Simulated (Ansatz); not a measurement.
## Electronic structure of Cl2FH4N2Ta···H2S in real space

```csv
atom,x (Å),y (Å),z (Å)
Ta,-0.1719,-0.3171,-0.1318
Cl,2.1901,-0.9591,-0.0128
N,0.0877,0.3037,1.7414
H,0.9400,0.1435,2.2916
H,-0.4747,1.0508,2.1692
Cl,-0.0673,-0.3014,-2.5137
F,-1.5632,0.9750,-0.1619
N,-1.0899,-2.0112,0.1598
H,-1.3413,-2.4039,1.0724
H,-1.3997,-2.6245,-0.6042
S,1.8902,2.6311,-0.9703
H,1.5118,2.2165,-2.2114
H,2.6101,1.4644,-0.7659
```

Core potentials replace the inner electrons of Ta; not at a stationary point (largest force 0.7 eV/Å).

Method: RKS PBE/def2-SVP in Ansatz 0.2.0.

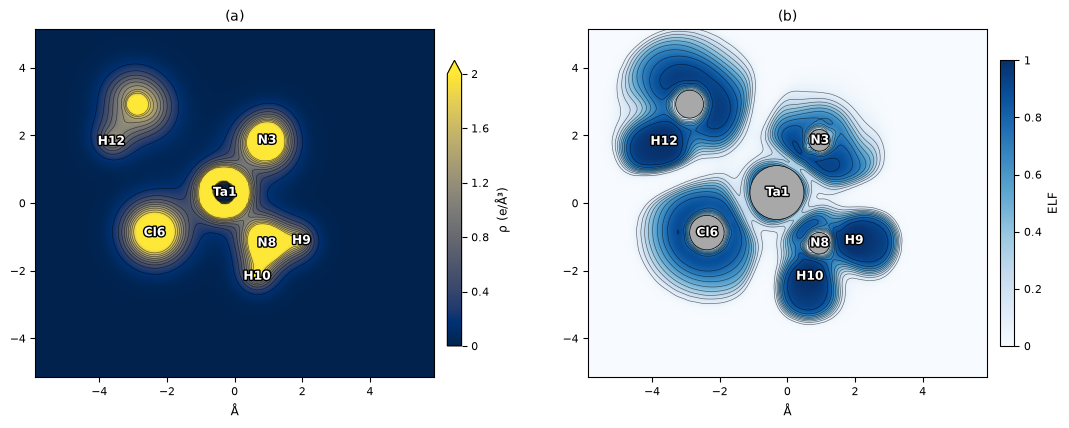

Figure 1. (a) electron density; (b) ELF on the plane of atoms N3, Ta1 and Cl6. Grey discs cover the atomic cores in the ELF map.

What do the fields say about this system?

Answer. The plane passes through Ta, N, Cl and H nuclei. Ta–N (1.95 Å): the density is about 1 e/Å³ at the midpoint; the ELF peaks at about 0.85 in the valence shell of N, 0.6 Å from its nucleus, and is about 0.35 at the midpoint. Ta–Cl (2.38 Å): ρ at the midpoint is about 0.55 e/Å³; the ELF peaks at about 0.85 in the valence shell of Cl, 0.9 Å from its nucleus, and is about 0.35 at the midpoint. N–H (1.02 Å): ρ is about 2.7 e/Å³ halfway; the ELF climbs to about 1 towards the hydrogen, as it does in any bond to H; a covalent bond by its length. Ta–N (1.99 Å): ρ is about 0.95 e/Å³ halfway; the ELF peaks at about 0.90 in the valence shell of N, 0.6 Å from its nucleus, and is about 0.35 at the midpoint. The ELF also peaks beside S11, away from the bonds: lone-pair regions.

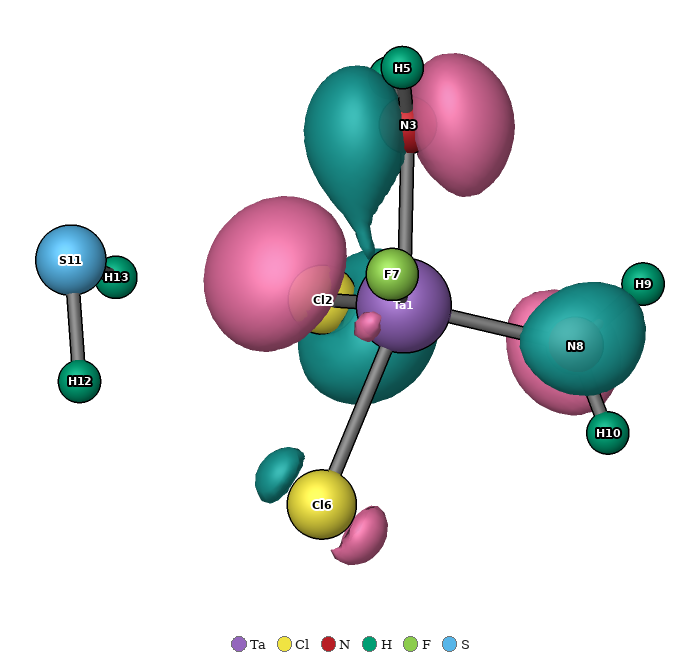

Figure 2. The HOMO−1 at ±0.15 Å⁻³ᐟ² (teal and pink are the two phases), seen across its widest extent.

What is the character of this orbital?

Answer. Its weight (Hirshfeld) is mainly on Cl2 (about 40 %), N3 (about 25 %), N8 (about 15 %) and Ta1 (about 10 %); largely a combination of lone pairs on Cl2, N3 and N8. Its energy is −6.83 eV.

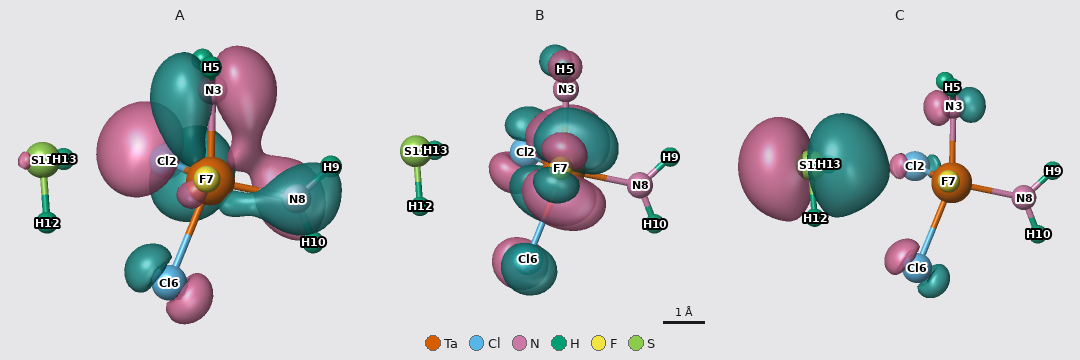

Figure 3. Three frontier orbitals at ±0.1 Å⁻³ᐟ² (teal and pink are the two phases), in no order.

Order the three orbitals by energy and name them.

Answer. A is the HOMO−1 (−6.83 eV). Its weight (Hirshfeld) is mainly on Cl2 (about 40 %), N3 (about 25 %), N8 (about 15 %) and Ta1 (about 10 %); largely a combination of lone pairs on Cl2, N3 and N8. C is the HOMO (−6.15 eV). By Hirshfeld shares it lies mainly on S11 (about 80 %); largely a lone pair of S11. B is the LUMO (−3.18 eV). Its weight (Hirshfeld) is mainly on Ta1 (about 65 %), Cl6 (about 10 %), F7 (about 10 %) and Cl2 (about 10 %).

What is the HOMO–LUMO gap?

Answer. 2.97 eV between the orbital energies.
